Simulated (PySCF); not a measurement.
SMILES [Al]([N](C)C)([SiH3])[SiH3] at its GFN2-xTB optimised geometry (Å):

```
18

Al    -0.1889     0.1675     0.0000
N     -0.9391    -1.4811     0.0011
C     -0.1799    -2.7178     0.0197
C     -2.3700    -1.7225    -0.0163
H     -0.4154    -3.3173     0.9077
H     -0.3915    -3.3297    -0.8658
H      0.8863    -2.4771     0.0324
H     -2.6674    -2.2950    -0.9036
H     -2.6911    -2.2836     0.8699
H     -2.8900    -0.7611    -0.0294
Si     2.2393     0.1675     0.0000
H      2.8889    -0.4548     1.1791
H      2.8141     1.5342    -0.0321
H      2.8900    -0.5103    -1.1474
Si    -1.7833     1.9988     0.0000
H     -1.1290     3.3297     0.0165
H     -2.7105     2.0530     1.1561
H     -2.6902     2.0727    -1.1710
```

Computed with PBE0/def2-SVP (PySCF). Cells within 0.4 Å of a nucleus heavier than hydrogen are left out (blank, or x).

Map of the Laplacian of the electron density (e/bohr⁵), clipped to [-1.50, 1.50] on the plane z = 0.0 Å:

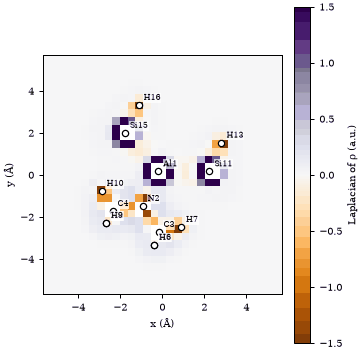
*Laplacian of the electron density (e/bohr⁵), clipped to [-1.50, 1.50] on the plane z = 0.0 Å.*
